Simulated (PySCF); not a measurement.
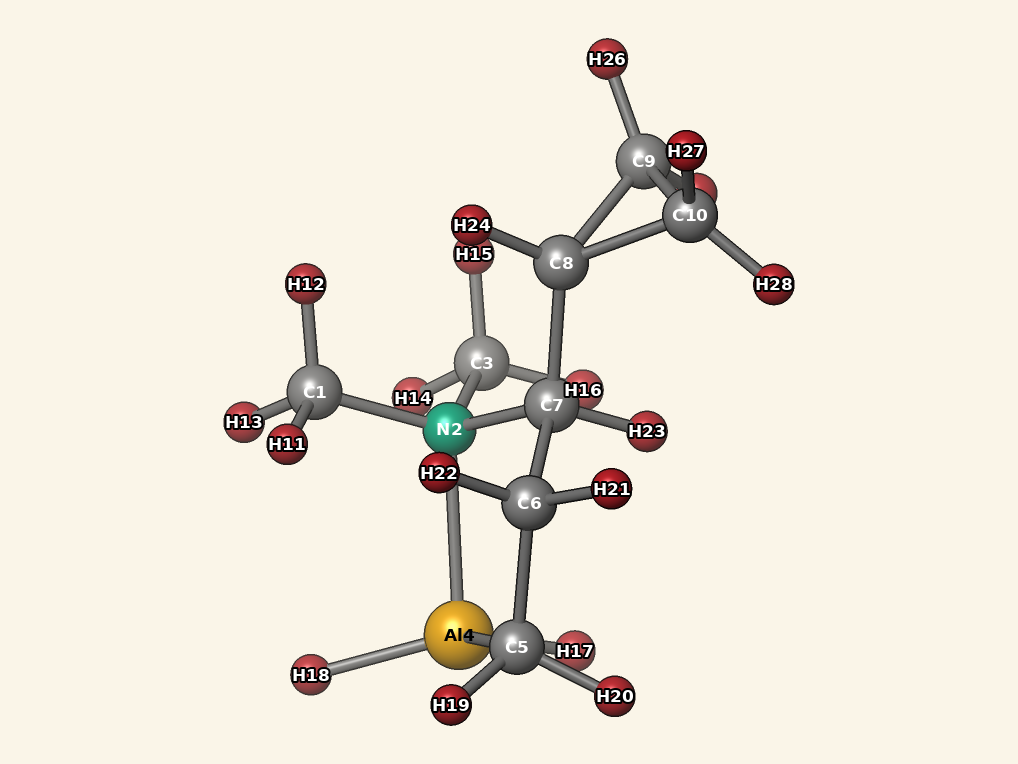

Al4 lies behind C5. The molecule seen a little off the C5–Al4 bond, C5 in front. Atoms fade into the background with distance from the viewer. Computed geometry: PBE0-D3(BJ)/def2-SVP optimisation. No frequency run is at hand to confirm it as a minimum.

**What is the torsion angle C6–C5–Al4–N2? The sign is positive where the front bond must turn clockwise to cover the back bond.**

−3°, synperiplanar (eclipsed). The bonds about C5–Al4 are eclipsed.
